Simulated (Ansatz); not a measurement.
# H₅Si₂ (doublet): what the fields show

Input

```
crystal:
  periodic: [false, false, false]
  atoms:
    - {symbol: H, position_ang: [0.179982, 0.263140, 0.634231]}
    - {symbol: Si, position_ang: [0.697812, -1.004076, -0.370079]}
    - {symbol: Si, position_ang: [-0.962493, 0.613564, -0.567541]}
    - {symbol: H, position_ang: [2.079829, -0.446757, -0.305951]}
    - {symbol: H, position_ang: [0.485493, -1.948991, 0.763803]}
    - {symbol: H, position_ang: [-2.036367, 0.511915, 0.462436]}
    - {symbol: H, position_ang: [-0.444056, 2.011105, -0.616898]}
basis:
  gaussian: {orbitals: def2-TZVPP}
magnetization: {spin_polarized: true, initial_magnetization: 1}
hamiltonian: {xc: pbe0, dispersion: d4}
output: {orbitals: {seedname: orbitals}}
```

Command:

```sh
ansatz run in.yaml --threads 2 --pin off --events-out ev --progress --plain --max-ram 4352MiB
```

A transition-state structure; geometry: PBE0-D4/def2-TZVP.

Theory: UKS PBE0-D4/def2-TZVPP (Ansatz).

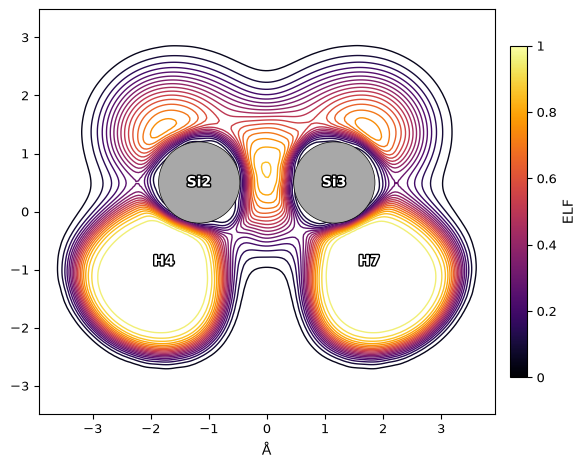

Figure 1. ELF on the plane of atoms Si2, Si3 and H7. Grey discs cover the atomic cores.

> What do the fields say about this system?

The plane passes through Si and H nuclei.
Si–Si (2.33 Å): the ELF peaks at about 0.85 between the atoms, as expected for a shared electron pair.
Si–H (1.49 Å): the ELF climbs to about 1 towards the hydrogen, as it does in any bond to H.

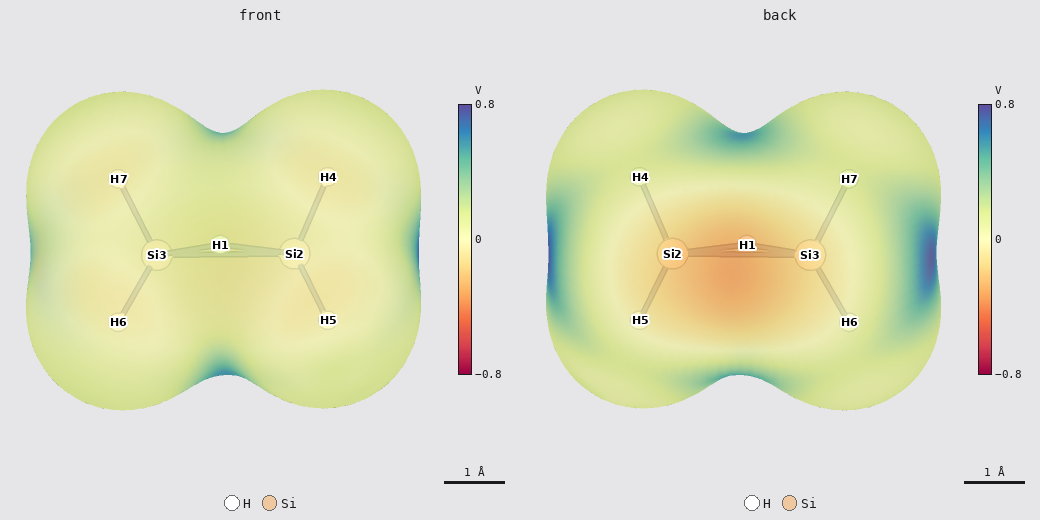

Figure 2. The molecular electrostatic potential painted on the density surface at 0.001 e/bohr³, seen from the front and from behind; red is negative and blue positive.

> Which sites attract a positive test charge, and which a negative one?

A positive charge is drawn to the negative regions and a negative charge to the positive ones. The most negative region (about −0.3 V, or −7 kcal/mol for a unit charge) lies over H4, the most positive (about +0.7 V, or +16 kcal/mol for a unit charge) over Si2 and Si3.

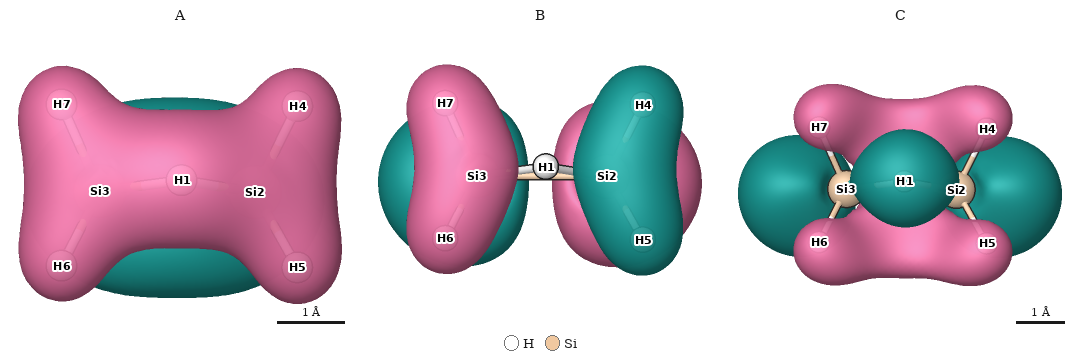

Figure 3. Three frontier orbitals at ±0.08 Å⁻³ᐟ² (teal and pink are the two phases), in no order.

> Order the three orbitals by energy and name them. All are α orbitals.

A is the HOMO−1 (α) (−8.63 eV). Its weight (Hirshfeld) is mainly on Si2 (about 40 %), Si3 (about 40 %) and H1 (about 10 %). B is the HOMO (α) (−5.28 eV). It lies mainly on Si2 (about 40 %) and Si3 (about 40 %); π-antibonding (π*) across Si2–Si3. C is the LUMO (α) (−0.95 eV). Its weight (Hirshfeld) is mainly on Si2 (about 35 %), Si3 (about 35 %) and H1 (about 15 %).

> What is the gap between the highest occupied and lowest empty α orbitals?

4.33 eV between the orbital energies.
